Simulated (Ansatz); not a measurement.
# Site preference of a vacancy of Zn in amorphous Hg20Zn15S35 (70 atoms), part 3 of 3

Aim: make a vacancy of Zn at several sites of amorphous Hg20Zn15S35 (70 atoms), relax each, and compare their energies.

Ansatz 0.2.0; Kohn-Sham DFT, PBE, PAW (set soft_2), plane waves.

The cell: 20 Hg, 15 Zn and 35 S. The quench rate of 500 K/ps is orders of magnitude faster than experiment. The starting topology of bonds comes from the classical model. Sampling is at Γ alone, for a cell whose shortest periodic width is 12 Å. No spin–orbit coupling is included.

So far. Step 6 (Vacancy of Zn, site Zn25): The relaxation converged after 17 steps, 1.31 eV below its start, with a largest force component of 0.048 eV/Å.

### Step 7. Vacancy of Zn, site Zn27

The site has 4 bonded neighbours (S4) at 2.42 Å on average. 

Contents of input.yaml:

```yaml
crystal:
  lattice:
    - [11.8242, 0.0, 0.0]
    - [0.0, 11.8242, 0.0]
    - [0.0, 0.0, 11.8242]
  atoms:
    [... atom lines 1 to 23 left out ...]
    - { symbol: Zn, position: [0.99573, 0.59939, 0.71891] }
    - { symbol: Zn, position: [0.20457, 0.29366, 0.6081] }
    - { symbol: Zn, position: [0.70568, 0.69322, 0.17274] }
    - { symbol: Zn, position: [0.16135, 0.48716, 0.37831] }
    - { symbol: Zn, position: [0.89483, 0.42197, 0.50778] }
    - { symbol: Zn, position: [0.00301, 0.10268, 0.98695] }
    - { symbol: Zn, position: [0.82636, 0.33696, 0.85583] }
    [... atom lines 31 to 69 left out ...]
kpoints:
  mp_grid: { grid: [1, 1, 1] }
hamiltonian:
  xc: pbe
scf:
  occupations: { method: fermi_dirac, width: 0.05 }
output:
  forces: true
  eigenvalues: true
relax:
  f_tol: 0.05
  max_steps: 90
```

The run is started by

```sh
> ansatz run input.yaml --threads 4 --pin off --max-ram 8192MiB --backend cpu --events-out ev --progress --plain --runs-dir out
```

Numbers of over 12 decimals in the logs are rounded to 6 here.

The program printed:

```text
[...]
Crystal: 69 atoms, lattice volume = 1653.162 Å³
Basis set: ecut = 420 eV, 32423 PW (Γ), exchange–correlation on 160×160×160 points (8 copies of the dense FFT grid, shifted against one another)
Bands: 467, of which v1, the nominal top of the filled ones, is band 389 counted from 1 (388 counted from 0)
Symmetry: 1 space group operations
[...]
k-points: 1
[...]
SCF iter   1: F=—  HF=-354321.770364 eV  |F-HF|=—  |Δ(HF+E_count)|=         —  Δρ=4.76e-3  dr2=1.37e0  ethr=1.77e-3  ⟨swp⟩=7.0  Hψ=1891  notcnv=0  defer=16
[...]
SCF iter   9: F=—  HF=-354321.604909 eV  |F-HF|=—  |Δ(HF+E_count)|=   3.65e-5  Δρ=6.01e-5  dr2=1.63e-4  ethr=5.44e-8  ⟨swp⟩=2.0  Hψ=676  notcnv=0  defer=67
SCF iter  10: F=-354321.604854 eV  HF=-354321.604895 eV  |F-HF|=4.09e-5  |Δ(HF+E_count)|=   1.38e-5  Δρ=3.25e-5  dr2=4.60e-5  ethr=8.03e-9  ⟨swp⟩=9.0  Hψ=2061  notcnv=0
SCF 1 converged in 10 iterations: F = -354321.604854 eV  dr2 = 4.60e-5
[...]
relax step   1: F+E_penalty+E_count = -354321.60485413 eV  Δ(F+E_penalty+E_count) = +0.000e0 eV  max|allowed force component| = 6.104e-1 eV/Å  Δτ_max = 0.0000 Å  (10 SCF iters, dr2 threshold 6.25e-5 eV, accepted)
[...]
relax step   2: F+E_penalty+E_count = -354321.97766747 eV  Δ(F+E_penalty+E_count) = -3.728e-1 eV  max|allowed force component| = 3.855e-1 eV/Å  Δτ_max = 0.1932 Å  (9 SCF iters, dr2 threshold 2.33e-5 eV, accepted)
[...]
relax step   3: F+E_penalty+E_count = -354322.15526329 eV  Δ(F+E_penalty+E_count) = -1.776e-1 eV  max|allowed force component| = 2.530e-1 eV/Å  Δτ_max = 0.1946 Å  (9 SCF iters, dr2 threshold 9.29e-6 eV, accepted)
relax step   4: F+E_penalty+E_count = -354322.27124615 eV  Δ(F+E_penalty+E_count) = -1.160e-1 eV  max|allowed force component| = 1.279e-1 eV/Å  Δτ_max = 0.1942 Å  (8 SCF iters, dr2 threshold 2.55e-5 eV, accepted)
relax step   5: F+E_penalty+E_count = -354322.41092204 eV  Δ(F+E_penalty+E_count) = -1.397e-1 eV  max|allowed force component| = 2.126e-1 eV/Å  Δτ_max = 0.2000 Å  (10 SCF iters, dr2 threshold 4.18e-6 eV, accepted)
relax step   6: F+E_penalty+E_count = -354322.54604574 eV  Δ(F+E_penalty+E_count) = -1.351e-1 eV  max|allowed force component| = 1.990e-1 eV/Å  Δτ_max = 0.1958 Å  (8 SCF iters, dr2 threshold 1.15e-5 eV, accepted)
relax step   7: F+E_penalty+E_count = -354322.68695362 eV  Δ(F+E_penalty+E_count) = -1.409e-1 eV  max|allowed force component| = 1.756e-1 eV/Å  Δτ_max = 0.1958 Å  (7 SCF iters, dr2 threshold 3.47e-5 eV, accepted)
relax step   8: F+E_penalty+E_count = -354322.81858676 eV  Δ(F+E_penalty+E_count) = -1.316e-1 eV  max|allowed force component| = 1.667e-1 eV/Å  Δτ_max = 0.1945 Å  (7 SCF iters, dr2 threshold 2.40e-5 eV, accepted)
relax step   9: F+E_penalty+E_count = -354322.93148352 eV  Δ(F+E_penalty+E_count) = -1.129e-1 eV  max|allowed force component| = 1.771e-1 eV/Å  Δτ_max = 0.1977 Å  (7 SCF iters, dr2 threshold 2.17e-5 eV, accepted)
relax step  10: F+E_penalty+E_count = -354323.03760628 eV  Δ(F+E_penalty+E_count) = -1.061e-1 eV  max|allowed force component| = 2.822e-1 eV/Å  Δτ_max = 0.1949 Å  (7 SCF iters, dr2 threshold 2.83e-5 eV, accepted)
relax step  11: F+E_penalty+E_count = -354323.20603929 eV  Δ(F+E_penalty+E_count) = -1.684e-1 eV  max|allowed force component| = 2.657e-1 eV/Å  Δτ_max = 0.1962 Å  (6 SCF iters, dr2 threshold 7.97e-5 eV, accepted)
relax step  12: F+E_penalty+E_count = -354323.35201121 eV  Δ(F+E_penalty+E_count) = -1.460e-1 eV  max|allowed force component| = 1.726e-1 eV/Å  Δτ_max = 0.1950 Å  (6 SCF iters, dr2 threshold 6.26e-5 eV, accepted)
relax step  13: F+E_penalty+E_count = -354323.43856637 eV  Δ(F+E_penalty+E_count) = -8.656e-2 eV  max|allowed force component| = 2.678e-1 eV/Å  Δτ_max = 0.1949 Å  (7 SCF iters, dr2 threshold 1.26e-5 eV, accepted)
relax step  14: F+E_penalty+E_count = -354323.50418447 eV  Δ(F+E_penalty+E_count) = -6.562e-2 eV  max|allowed force component| = 2.350e-1 eV/Å  Δτ_max = 0.1496 Å  (6 SCF iters, dr2 threshold 3.03e-5 eV, accepted)
relax step  15: F+E_penalty+E_count = -354323.56086532 eV  Δ(F+E_penalty+E_count) = -5.668e-2 eV  max|allowed force component| = 1.692e-1 eV/Å  Δτ_max = 0.1939 Å  (6 SCF iters, dr2 threshold 4.25e-5 eV, accepted)
relax step  16: F+E_penalty+E_count = -354323.61245657 eV  Δ(F+E_penalty+E_count) = -5.159e-2 eV  max|allowed force component| = 1.643e-1 eV/Å  Δτ_max = 0.2000 Å  (6 SCF iters, dr2 threshold 1.48e-5 eV, accepted)
relax step  17: F+E_penalty+E_count = -354323.66767101 eV  Δ(F+E_penalty+E_count) = -5.521e-2 eV  max|allowed force component| = 1.031e-1 eV/Å  Δτ_max = 0.1952 Å  (7 SCF iters, dr2 threshold 1.40e-5 eV, accepted)
relax step  18: F+E_penalty+E_count = -354323.70043990 eV  Δ(F+E_penalty+E_count) = -3.277e-2 eV  max|allowed force component| = 2.370e-1 eV/Å  Δτ_max = 0.1447 Å  (8 SCF iters, dr2 threshold 4.18e-6 eV, accepted)
relax step  19: F+E_penalty+E_count = -354323.73013734 eV  Δ(F+E_penalty+E_count) = -2.970e-2 eV  max|allowed force component| = 1.640e-1 eV/Å  Δτ_max = 0.0776 Å  (6 SCF iters, dr2 threshold 2.21e-5 eV, accepted)
relax step  20: F+E_penalty+E_count = -354323.76476264 eV  Δ(F+E_penalty+E_count) = -3.463e-2 eV  max|allowed force component| = 1.617e-1 eV/Å  Δτ_max = 0.1964 Å  (7 SCF iters, dr2 threshold 1.29e-5 eV, accepted)
relax step  21: F+E_penalty+E_count = -354323.79378538 eV  Δ(F+E_penalty+E_count) = -2.902e-2 eV  max|allowed force component| = 2.370e-1 eV/Å  Δτ_max = 0.1430 Å  (7 SCF iters, dr2 threshold 1.25e-5 eV, accepted)
relax step  22: F+E_penalty+E_count = -354323.83329710 eV  Δ(F+E_penalty+E_count) = -3.951e-2 eV  max|allowed force component| = 3.224e-1 eV/Å  Δτ_max = 0.1904 Å  (6 SCF iters, dr2 threshold 5.46e-5 eV, accepted)
relax step  23: F+E_penalty+E_count = -354323.87325645 eV  Δ(F+E_penalty+E_count) = -3.996e-2 eV  max|allowed force component| = 2.955e-1 eV/Å  Δτ_max = 0.1820 Å  (6 SCF iters, dr2 threshold 1.00e-4 eV, accepted)
relax step  24: F+E_penalty+E_count = -354323.88452438 eV  Δ(F+E_penalty+E_count) = -1.127e-2 eV  max|allowed force component| = 6.035e-1 eV/Å  Δτ_max = 0.2000 Å  (7 SCF iters, dr2 threshold 7.34e-5 eV, accepted)
relax step  25: F+E_penalty+E_count = -354323.94220067 eV  Δ(F+E_penalty+E_count) = -5.768e-2 eV  max|allowed force component| = 1.966e-1 eV/Å  Δτ_max = 0.0886 Å  (6 SCF iters, dr2 threshold 1.00e-4 eV, accepted)
relax step  26: F+E_penalty+E_count = -354323.91612587 eV  Δ(F+E_penalty+E_count) = +2.607e-2 eV  max|allowed force component| = 1.994e-1 eV/Å  Δτ_max = 0.2000 Å  (8 SCF iters, dr2 threshold 4.10e-6 eV, rejected (line search))
relax step  27: F+E_penalty+E_count = -354323.95993202 eV  Δ(F+E_penalty+E_count) = -1.773e-2 eV  max|allowed force component| = 7.661e-2 eV/Å  Δτ_max = 0.0975 Å  (10 SCF iters, accepted)
relax step  28: F+E_penalty+E_count = -354323.94878398 eV  Δ(F+E_penalty+E_count) = +1.115e-2 eV  max|allowed force component| = 8.827e-2 eV/Å  Δτ_max = 0.1000 Å  (10 SCF iters, rejected (line search))
[...]
relax step  29: F+E_penalty+E_count = -354323.96935525 eV  Δ(F+E_penalty+E_count) = -9.423e-3 eV  max|allowed force component| = 3.084e-2 eV/Å  Δτ_max = 0.0410 Å  (9 SCF iters, accepted)
SCF converged after 9 iterations
Free energy (F): -354323.969355 eV
[...]
Internal energy: -354323.969252 eV  (E = F + TS)
E sigma→0 (E₀):  -354323.969304 eV
Entropy (-TS):   -0.000103 eV (-0.001 meV/atom)
Fermi energy:    7.365135 eV
[...]
Σ components = -354323.969355   (vs F -354323.969355, Δ=0.00e0)
--- Forces (eV/Å), atoms counted from 1 ---
  atom   1  Hg     0.00255368    -0.00063541     0.00783264
  atom   2  Hg    -0.00626563    -0.01020784     0.00062555
  atom   3  Hg     0.00245925    -0.00043040    -0.00549203
  atom   4  Hg    -0.00065529    -0.00493975    -0.01037109
[...]
atom  69  S      0.00091708     0.00057921     0.00379758
  max |Σ_I F_I| component: 3.58e-5 eV/Å
--- Band table (eV) ---
[...]
--- Relaxed structure (29 steps of the walk, 27 accepted, 0 SCFs on fresh bases) ---
  F+E_penalty+E_count = -354323.96935525 eV   max|allowed force component| = 3.084e-2 eV/Å
  atoms:
    - { symbol: Hg, position: [0.780835, 0.394049, 0.176402] }
    - { symbol: Hg, position: [0.112656, 0.735553, 0.233221] }
    - { symbol: Hg, position: [0.054130, 0.995810, 0.657588] }
    - { symbol: Hg, position: [1.000091, 0.204008, 0.311653] }
[...]
- { symbol: S, position: [0.592878, 0.095993, 0.635762] }
```

The job ended after 13 min (4 threads of Arm Neoverse V1, shared host; peak memory 2.4 GiB; 49 min of CPU time).

The relaxation converged after 29 steps, 2.36 eV below its start, with a largest force component of 0.031 eV/Å.

The surroundings of the place of the removed atom, after relaxation: 11 atoms, nearest first, with positions taken from that point. Atoms keep their numbers of the cell before the removal, where the removed atom was number 27.

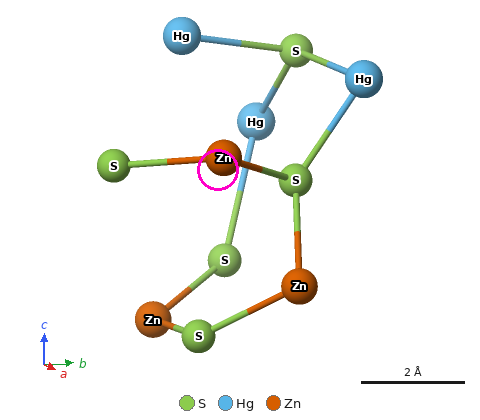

The atoms of the table, within 3.6 Å (arrows a, b, c point along x, y, z); some may hide others. A ring marks the centre wherever it is empty.

| atom | x | y | z | distance (Å) | bonds |
| --- | --- | --- | --- | --- | --- |
| S63 | 1.38 | 1.17 | -0.07 | 1.81 | 3 |
| Hg9 | -0.83 | -0.48 | 2.55 | 2.72 | 3 |
| S38 | -1.76 | 0.65 | -2.00 | 2.74 | 3 |
| Zn24 | 2.71 | -0.67 | 0.60 | 2.85 | 4 |
| S52 | 1.36 | -2.50 | 0.34 | 2.87 | 3 |
| S69 | -1.22 | 1.94 | 2.13 | 3.13 | 3 |
| Zn21 | -0.61 | -1.13 | -2.96 | 3.22 | 4 |
| Hg16 | -3.03 | 1.66 | 0.53 | 3.49 | 1 |
| Zn34 | 2.78 | 0.84 | -1.97 | 3.51 | 4 |
| S45 | 1.64 | -0.87 | -3.02 | 3.54 | 3 |
| Hg20 | 1.75 | 2.45 | 1.91 | 3.56 | 2 |

The column of bonds counts only the pairs S-S within 2.37 Å, S-Hg within 2.93 Å, S-Zn within 2.77 Å; other neighbours, such as metal atoms beside each other in a compound, aren't counted, and periodic images can show an atom twice.

The largest move is 1.60 Å, by S58.

### Step 8. Vacancy of Zn, site Zn26

The site has 4 bonded neighbours (S4) at 2.38 Å on average. 

Input and log are left out; they have the form of those shown for this kind of step.

Run time: 12 min. Hardware: 4 threads of Arm Neoverse V1, shared host; peak memory 2.4 GiB.

The relaxation converged after 29 steps, 2.44 eV below its start, with a largest force component of 0.025 eV/Å.

### Step 9. Vacancy of Zn, site Zn33

The site has 4 bonded neighbours (S4) at 2.35 Å on average. 

Input and log are left out; they have the form of those shown for this kind of step.

Wall time 6.2 min (4 threads of Arm Neoverse V1, shared host); peak memory 2.4 GiB; 24 min of CPU time.

The relaxation converged after 14 steps, 1.81 eV below its start, with a largest force component of 0.023 eV/Å.

### Step 10. Vacancy of Zn, site Zn34

The site has 4 bonded neighbours (S4) at 2.36 Å on average. 

Input and log are left out; they have the form of those shown for this kind of step.

It took 12 min on 4 threads of Arm Neoverse V1, shared host; peak memory 2.4 GiB; 48 min of CPU time.

The relaxation converged after 29 steps, 2.66 eV below its start, with a largest force component of 0.045 eV/Å.

### Step 11. The sites compared

All these cells hold the same atoms, so their energies can be compared with no chemical potential.

| site | neighbours | mean distance (Å) | atoms within 6 Å | energy over the best site (eV) | before relaxation (eV) | gain on relaxing (eV) |
| --- | --- | --- | --- | --- | --- | --- |
| Zn35 | S3 | 2.28 | 32 | 0.00 | 0.00 | 2.58 |
| Zn34 | S4 | 2.36 | 36 | 0.27 | 0.34 | 2.66 |
| Zn26 | S4 | 2.38 | 39 | 0.34 | 0.19 | 2.44 |
| Zn27 | S4 | 2.42 | 37 | 0.56 | 0.34 | 2.36 |
| Zn33 | S4 | 2.35 | 46 | 1.23 | 0.45 | 1.81 |
| Zn25 | S4 | 2.34 | 40 | 1.72 | 0.44 | 1.31 |

Neighbours are those of the relaxed host within 2.93 Å (S-Zn); other pairs aren't counted.

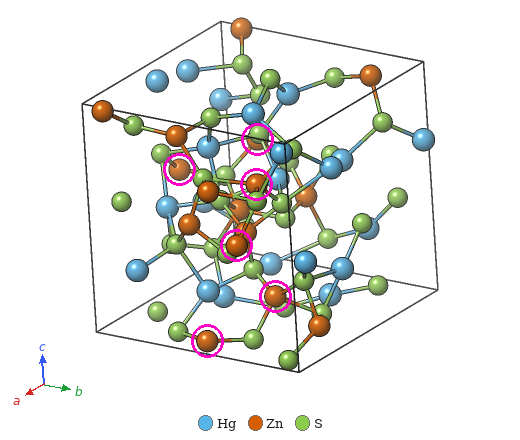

The relaxed cell with the tried sites ringed. Bonds to atoms that aren't drawn are left out. Some periodic images of atoms are drawn too.

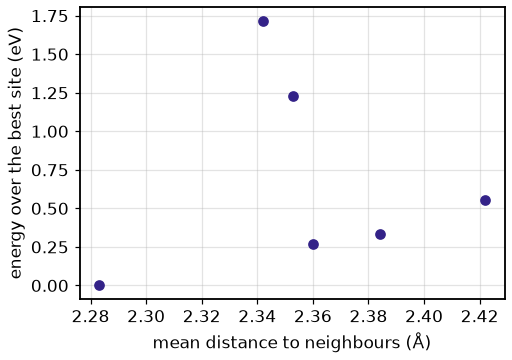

Site energy against the site's surroundings.

### Step 12. Findings

The cheapest site is Zn35 (3 neighbours, S3); the dearest, Zn25 (4 neighbours, S4), costs 1.7 eV more. By coordination the energies over the best site are 0.00 eV with 3 neighbours and 0.27 to 1.72 eV with 4 neighbours. At Zn35 (largest move 2.1 Å), Zn34 (largest move 1.9 Å), Zn26 (largest move 1.7 Å), Zn27 (largest move 1.6 Å), Zn33 (largest move 1.7 Å) and Zn25 (largest move 1.6 Å) other atoms changed place, so the end state is more than the plain defect. Relaxation gains 1.3 to 2.7 eV and leaves the best site the same; before relaxing the sites lay within 0.45 eV, so most of the preference arises as the atoms move.

Caveats: Defects are neutral and interact with their images. In a disordered cell the relaxation can also rearrange atoms far from the site. Only 6 of the 15 Zn sites were tried; unless symmetry makes the others alike to these, a cheaper one may exist. The pressure of 1.9 GPa means that a free cell would grow at this level.

The DFT runs together took 77 min of wall time.

[Logs are printed without paths, hosts, clocks, repeated set-up lines and the standing remarks that a program may print on its own settings, such as how far it seeks lower states.]

[Hosts, paths, dates, database ids (printed as entryN), source tags and the programs' standing remarks are cut or masked in the printed files.]
